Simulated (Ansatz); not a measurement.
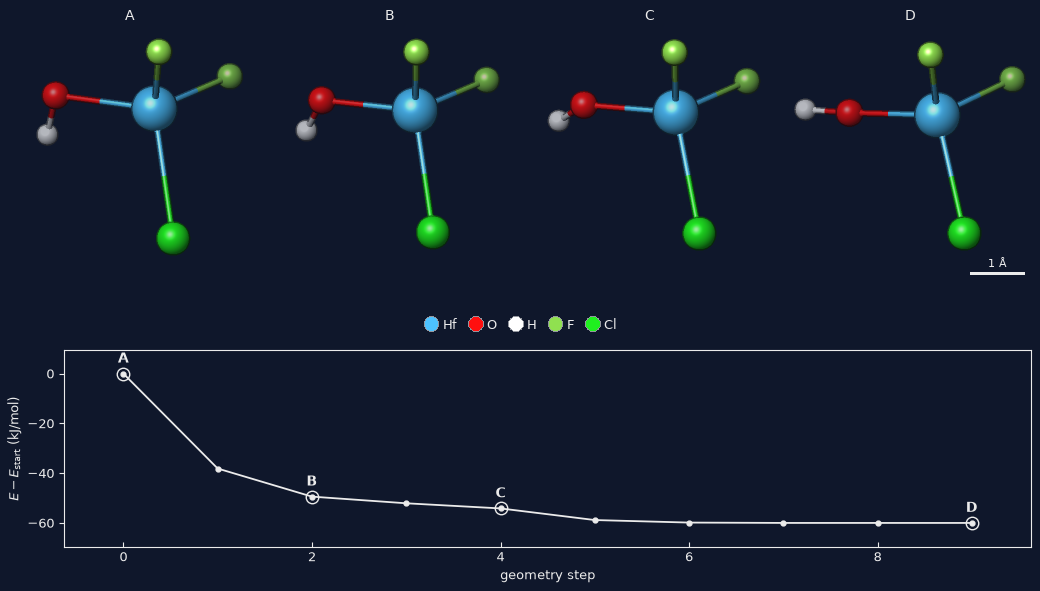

Frames of a relaxation of HfHOClF2, marked on the history of the run. A ball-and-stick model, seen from a free direction.

The run prepares the start of a later molecular dynamics calculation, from a guessed geometry.

The calculation used RKS PBE/def2-SVP (Ansatz). (no spin polarisation; force threshold 0.02 eV/Å; at most 40 steps)

What happens along the run?

Answer. Over 9 geometry steps the energy falls by 60.0 kJ/mol. Largest force component: 2.1 eV/Å at the start, 0.0052 eV/Å at the end. The atom that moves furthest after the best rigid fit is the H atom (0.63 Å). Largest moves by element: H 0.63 Å, O 0.43 Å, Cl 0.25 Å, F 0.23 Å, Hf 0.14 Å. Some distances before and after: Hf–O 2.070 → 1.911 Å, Cl–Hf 2.518 → 2.371 Å, F–Hf 1.980 → 1.918 Å, H–O 1.010 → 0.966 Å. Bond angles that change, for instance: Hf–O–H 109.5° → 177.8°. The run took 48 s on 1 thread of Arm Neoverse V2 (shared host), peak memory 0.18 GiB. From step 0 to 2: the O atom moves most (0.16 Å), energy −49.4 kJ/mol. From step 2 to 4: the H atom moves most (0.24 Å), energy −4.74 kJ/mol. From step 4 to 9: the H atom moves most (0.35 Å), energy −5.84 kJ/mol.

| step | E − E(0), kJ/mol | largest force component, eV/Å |
| --- | --- | --- |
| 0 | 0.00 | 2.1296 |
| 1 | -38.13 | 1.3643 |
| 2 | -49.42 | 0.6400 |
| 3 | -52.10 | 0.3634 |
| 4 | -54.16 | 0.9221 |
| 5 | -58.84 | 0.1800 |
| 6 | -59.85 | 0.1434 |
| 7 | -60.00 | 0.0253 |
| 8 | -60.00 | 0.0449 |
| 9 | -60.00 | 0.0052 |
